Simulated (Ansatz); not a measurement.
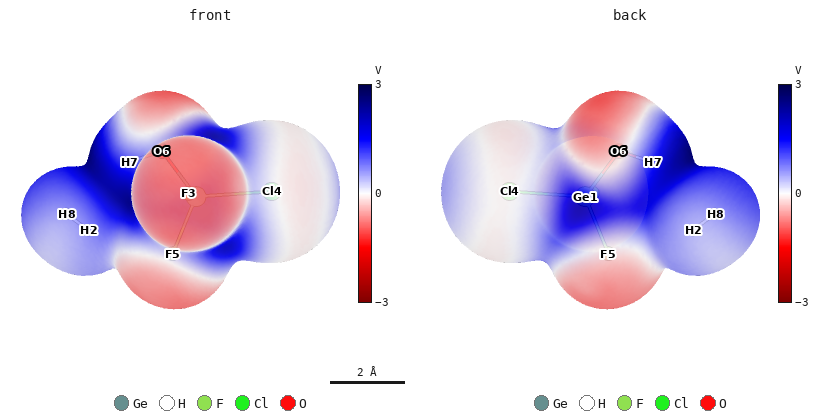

*ClF2GeHO···H2. The molecular electrostatic potential painted on the density surface at 0.002 e/bohr³, seen from the front and from behind; the colour scale runs from red (negative) to blue (positive).*

Level of theory: Ansatz 0.2.0, RKS PBE0-D4/def2-SVP.

```xyz
8

Ge    0.2273    0.6866   -0.6279
H     0.0955   -0.1859    2.5792
F     1.4905   -0.2007   -1.3725
Cl   -0.9091    1.6458   -2.1143
F    -0.7133   -0.4927    0.2007
O     0.8451    1.8239    0.5263
H     0.9280    1.4333    1.4071
H     0.5189    0.0805    3.1539
```

Where is the surface potential most negative and most positive?

The most negative region (about −1.0 V, or −23 kcal/mol for a unit charge) lies over O6, the most positive (about +2.6 V, or +60 kcal/mol for a unit charge) over H7. Cl4 shows a σ-hole: about +0.5 V, or +12 kcal/mol for a unit charge at the tip opposite its bond, against about 0.0 V on its flanks.
